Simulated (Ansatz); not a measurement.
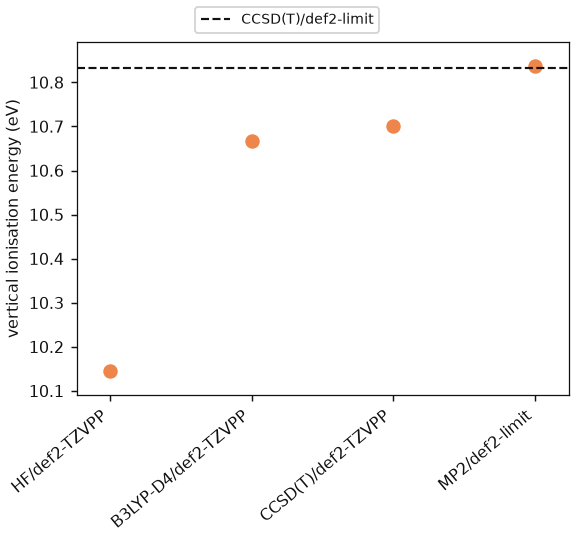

Vertical ionisation energy of C₂H₂BF, SMILES FB1C=C1, taken as the energy of the cation less that of the neutral at fixed geometry (unrestricted doublet cation, cores frozen in correlated methods, no spin-orbit coupling), the Ansatz code, at a PBE0-D4/def2-TZVP geometry (a minimum by its frequencies). Limit means an estimate of the basis limit from triple and quadruple zeta; for coupled cluster it is either extrapolated directly or built as the MP2 limit plus the step from MP2 in triple zeta. The distance of CCSD(T)/def2-TZVPP to the limit includes basis error.

**What range do the values span, the line included?**

From 10.15 eV (HF/def2-TZVPP) to 10.84 eV (MP2/def2-limit).

**Give the values.**

```
              level     eV  less CCSD(T)/def2-limit
      HF/def2-TZVPP  10.15                    −0.69
B3LYP-D4/def2-TZVPP  10.67                    −0.17
 CCSD(T)/def2-TZVPP  10.70                    −0.13
     MP2/def2-limit  10.84                     0.00
 CCSD(T)/def2-limit  10.83                     0.00
```
